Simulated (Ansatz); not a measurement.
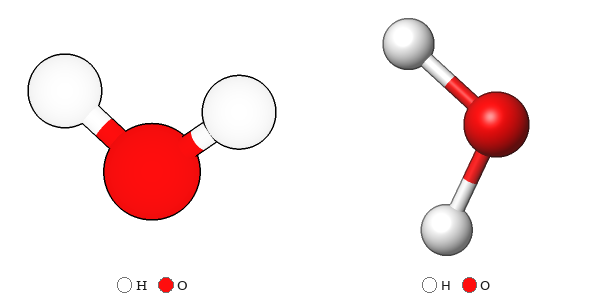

Both panels show the same species.

**Count the atoms of each element.**

H₂O, 3 atoms: 2 hydrogen and 1 oxygen.

**Give the symmetry (Schoenflies symbol).**

C2v.

**Count the bonded pairs by element.**

2 O–H. Sticks follow a distance rule.

The parts below concern this one geometry. Atoms keep their numbers from picture to picture. The geometry was computed by an optimisation with PBE0-D4/def2-TZVP.

Electronic properties

Properties computed with RKS PBE0-D4/def2-TZVPP (Ansatz 0.2.0).

**Estimate the HOMO–LUMO gap.**

9.75 eV.

**What is the HOMO energy (Kohn–Sham orbital)?**

−8.90 eV.

Vibrations

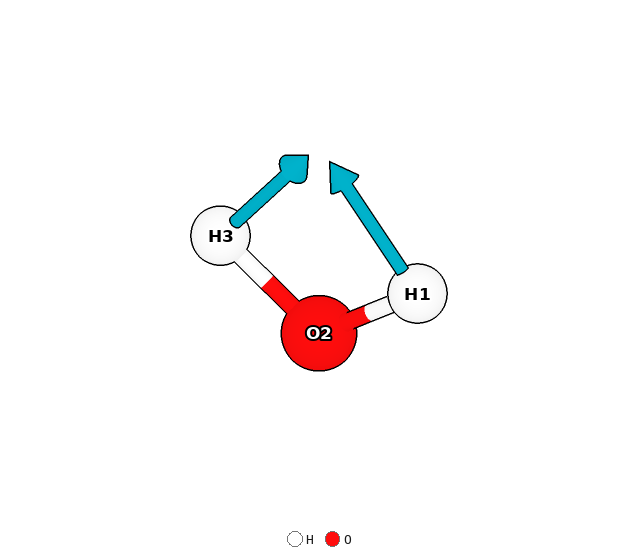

The arrows show one normal mode. Harmonic vibrations computed with RKS PBE0-D4/def2-TZVP (Ansatz 0.2.0) at a stationary point of the same level.

**What kind of motion is it?**

Mostly H–O–H bending.

**At what wavenumber does it lie?**

1623 cm⁻¹; it is mode 1 of 3 counted from the lowest.

Dipole moment

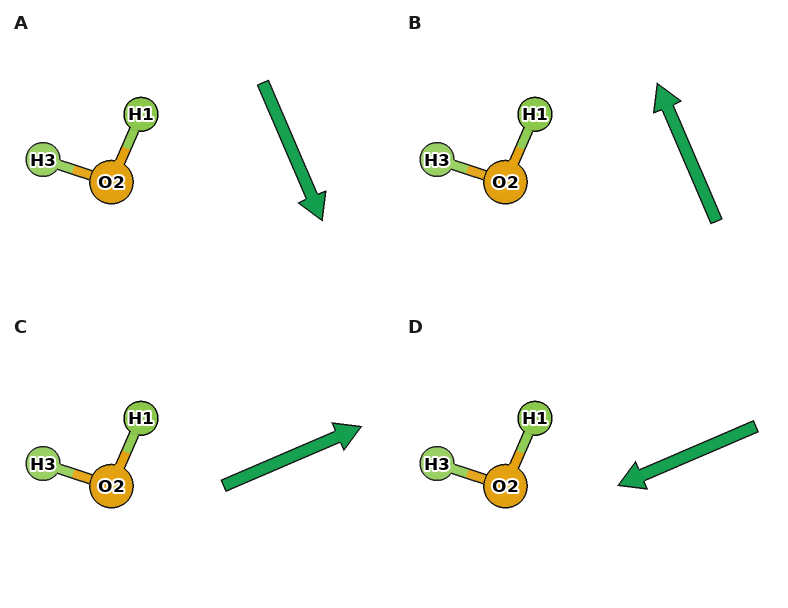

The same molecule four times, each with an arrow. Method: RKS PBE0-D4/def2-TZVP (Ansatz 0.2.0).

**Which arrow points along the dipole moment, from the negative to the positive end?**

B. The dipole moment is 2.07 D; it points from the side of O2 to the side of H1, H3 (the outermost atoms at the two ends).
